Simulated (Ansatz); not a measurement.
## W8PS15: geometry relaxation (part 4 of 4)

W8PS15 (defect cell, 24 atoms in the cell); DFT, PBE, plane-wave PAW, default files, scalar-relativistic, spin-polarised (Ansatz 0.2.0); cutoff 420 eV, 4×4×2 k-mesh, Fermi–Dirac smearing of 0.01 eV, collinear spins. The structure derives from an entry of the Crystallography Open Database. It belongs to a series of runs on one base structure; here: P on a S site, charge +0, ions relaxed.

Geometry of the input (Å; fractional positions):
```
6.3600  0.0000  0.0000
-3.1800  5.5079  0.0000
0.0000  0.0000  12.5000
W  0.1667  0.3333  0.2500
W  0.1667  0.8333  0.2500
W  0.6667  0.3333  0.2500
W  0.6667  0.8333  0.2500
W  0.3333  0.1667  0.7500
W  0.3333  0.6667  0.7500
W  0.8333  0.1667  0.7500
W  0.8333  0.6667  0.7500
P  0.1667  0.3333  0.6250
S  0.1667  0.8333  0.6250
S  0.6667  0.3333  0.6250
S  0.6667  0.8333  0.6250
S  0.3333  0.1667  0.1250
S  0.3333  0.6667  0.1250
S  0.8333  0.1667  0.1250
S  0.8333  0.6667  0.1250
S  0.1667  0.3333  0.8750
S  0.1667  0.8333  0.8750
S  0.6667  0.3333  0.8750
S  0.6667  0.8333  0.8750
S  0.3333  0.1667  0.3750
S  0.3333  0.6667  0.3750
S  0.8333  0.1667  0.3750
S  0.8333  0.6667  0.3750
```

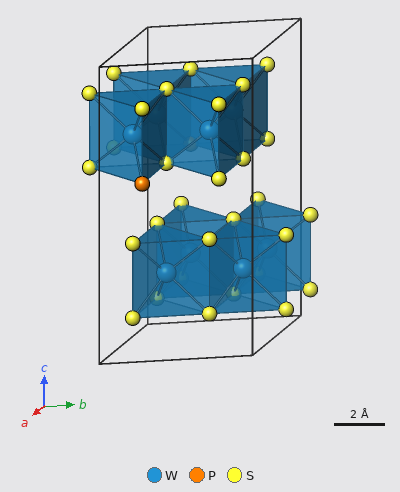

Figure 1. The geometry at step 4 of the log (polyhedral view of the cell of the calculation, seen slightly off an axis; polyhedra are completed across the faces of the cell).

### Trajectory as extended XYZ, continued
```
24
Lattice="6.3600 0.0000 0.0000 -3.1800 5.5079 0.0000 0.0000 0.0000 12.5000" Properties=species:S:1:pos:R:3:forces:R:3 step=4 energy=-97383.17728
W     0.0000    1.8360    3.1615    0.0000   0.0000   0.0009
W    -1.5887    4.5907    3.1682   -0.0036  -0.0021  -0.0015
W     3.1800    1.8345    3.1682    0.0000   0.0041  -0.0015
W     1.5887    4.5907    3.1682    0.0036  -0.0021  -0.0015
W     1.5846    0.9211    9.3339    0.0051  -0.0029   0.0099
W     0.0000    3.6657    9.3339    0.0000   0.0059   0.0099
W     4.7754    0.9211    9.3339   -0.0051  -0.0029   0.0099
W     3.1800    3.6719    9.3297    0.0000   0.0000   0.0026
P     0.0000    1.8360    7.7467    0.0000   0.0000   0.0042
S    -1.5869    4.5917    7.7775    0.0001   0.0001  -0.0070
S     3.1800    1.8324    7.7775    0.0000  -0.0001  -0.0070
S     1.5869    4.5917    7.7775   -0.0001   0.0001  -0.0070
S     1.5919    0.9169    1.5944   -0.0007   0.0004   0.0039
S     0.0000    3.6741    1.5944    0.0000  -0.0008   0.0039
S     4.7681    0.9169    1.5944    0.0007   0.0004   0.0039
S     3.1800    3.6719    1.5981    0.0000   0.0000   0.0081
S     0.0000    1.8360   10.9043    0.0000   0.0000   0.0238
S    -1.6028    4.5825   10.9004    0.0047   0.0027  -0.0129
S     3.1800    1.8508   10.9004    0.0000  -0.0054  -0.0129
S     1.6028    4.5825   10.9004   -0.0047   0.0027  -0.0129
S     1.5835    0.9217    4.7348    0.0027  -0.0016  -0.0051
S     0.0000    3.6645    4.7348    0.0000   0.0031  -0.0051
S     4.7765    0.9217    4.7348   -0.0027  -0.0016  -0.0051
S     3.1800    3.6719    4.7321    0.0000   0.0000  -0.0011
```

### Key numbers

```csv
quantity,value
outcome,converged
electrons treated,207
free energy,−97383.1773 eV
Fermi energy,10.812 eV
net moment of the cell,0.00 μB
integrated absolute moment,0.00 μB
pressure,2.06 GPa
final volume,437.88 Å³
field gradient V_zz (10²¹ V/m²),"W −17.74, W −16.73, W −16.73, W −16.73, W −17.18, W −17.18, W −17.18, W −15.92 (the first 8 of 24 sites)"
largest force (length of the vector) at the end,0.024 eV/Å
hardware,"4 threads of Arm Neoverse N1, 24 GiB of memory available, shared host"
wall time,3.3 min (CPU time 13 min)
peak memory,2 GiB
```

Warnings of the run: the field gradients leave out spin–orbit coupling; some starting moments were not kept; the SCF threshold is looser than advised for the printed stress. Spin–orbit coupling is left out, which matters for W.
